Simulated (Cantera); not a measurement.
A closed system holds: 1 mol MgCl2, a varied amount of O2, 7.2 mol H2, equilibrated at 802 °C and 3.98 Torr.

These are equilibrium values from Cantera (NASA tables, ideal gas, pure condensed phases), not measurements of a reactor. Candidate condensed phases: H2O, Mg, MgCl2, MgO, Mg(OH)2; 22 gas species. The numbers say what is thermodynamically allowed, not how fast it happens.

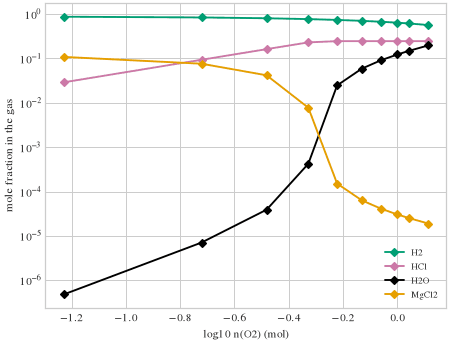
Figure. Equilibrium gas composition (values under 1e-9 drawn at 1e-9)

### Question
Read off the mole fractions at 0.87 mol O2.

### Answer
H2 about 0.67, HCl about 0.24, H2O about 0.090, MgCl2 about 4.1e-5.
